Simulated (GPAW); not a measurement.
Consider MgNi3C (Pm-3m).

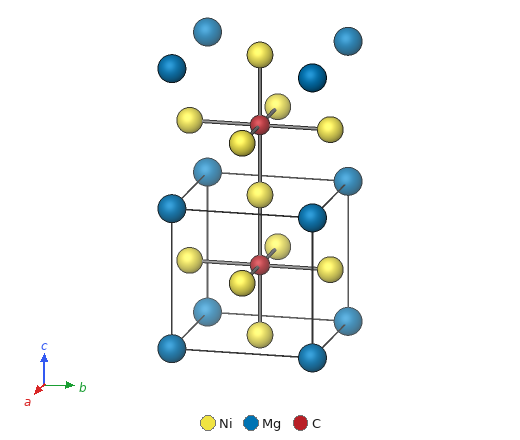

The structure (nickel yellow, magnesium blue, carbon red). 1×1×2 cells are drawn. Some periodic images of atoms are drawn too.

```cif
data_structure
_symmetry_space_group_name_H-M 'P 1'
_symmetry_Int_Tables_number 1
_cell_length_a 3.8089
_cell_length_b 3.8089
_cell_length_c 3.8089
_cell_angle_alpha 90.000
_cell_angle_beta 90.000
_cell_angle_gamma 90.000
_cell_volume 55.26
loop_
_atom_site_label
_atom_site_type_symbol
_atom_site_fract_x
_atom_site_fract_y
_atom_site_fract_z
_atom_site_occupancy
Ni1 Ni 0.50000 0.50000 0.00000 1
Ni2 Ni 0.50000 0.00000 0.50000 1
Ni3 Ni 0.00000 0.50000 0.50000 1
Mg4 Mg 0.00000 0.00000 0.00000 1
C5 C 0.50000 0.50000 0.50000 1
```

Absorber: atom 4, with 12 Ni at 2.69 Å (cuboctahedral, site symmetry m-3m). Method: GPAW, LDA, excited-electron core hole (neutral cell), 10-atom cell with 5.4 Å between holes, 8×8×8 k points, dipole transitions, Gaussian full width 0.9 eV up to 4 eV, rising linearly to 3.5 eV at 25 eV.

Q: Where do the maxima of the Mg K edge fall?

Main maxima up to 24 eV above the zero (height): 3.7 eV (2.09) and 15.7 eV (1.78). A K edge sees empty p states on the absorber. The total-energy difference is 1293.95 eV. The tabulated edge of the element is 1303 eV. The functional leaves an error in such absolute values: in the free atom LDA prices this hole 6.5 eV below PBE (computed apart), and PBE is itself good to a few eV.

The Mg K spectrum (energy from the lowest empty level; intensity scaled to a mean of 1 over the first 20 eV):

```
E (eV)  intensity
  -2.0       0.00
  -0.5       0.02
   1.0       0.19
   2.5       0.91
   4.0       1.99
   5.5       1.01
   7.0       0.53
   8.5       0.63
  10.0       0.75
  11.5       0.76
  13.0       0.92
  14.5       1.45
  16.0       1.76
  17.5       1.24
  19.0       0.95
  20.5       0.74
  22.0       0.59
  23.5       0.53
  25.0       0.44
  26.5       0.38
  28.0       0.36
  29.5       0.33
  31.0       0.33
```

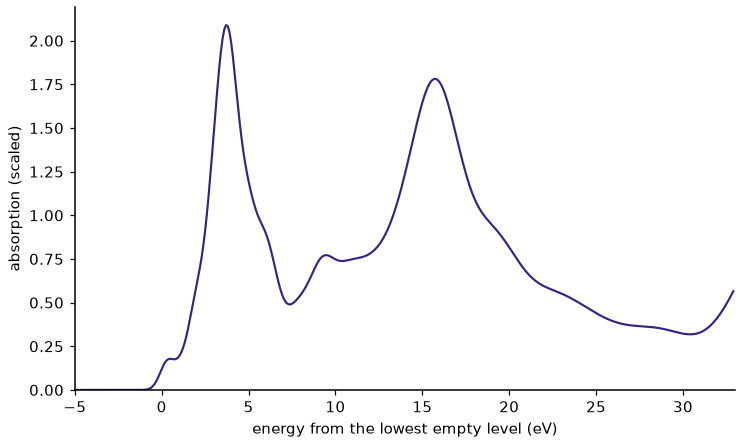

The Mg K edge.

The hole lies in one spin channel, while the script sums the empty states of both and takes the lower zero; where the two channels are split, this blurs and shifts the curve. The starting moments shrank to 0.00 μB or less, so this is hardly a magnetic state. The holes are only 5.4 Å apart, so the shape is probably not converged with cell size; no larger cell was run here. The structure is a published determination, not relaxed.

[Banner, clock and machine lines of the logs are left out without a mark of their own.]

[Logs are printed without paths, hosts, clocks, repeated set-up lines and the standing remarks that a program may print on its own settings, such as how far it seeks lower states.]

[Hosts, paths, dates, database ids (printed as entryN), source tags and the programs' standing remarks are cut or masked in the printed files.]

[Lists of maxima count a maximum above −3 eV only where it reaches 4 % of the highest in the window and stands out from its surroundings by 2 % of it (1.5 % where it reaches 55 %); shoulders and weaker maxima are passed over, and of the rest the first, up to two pre-edge ones and the few strongest are named.]
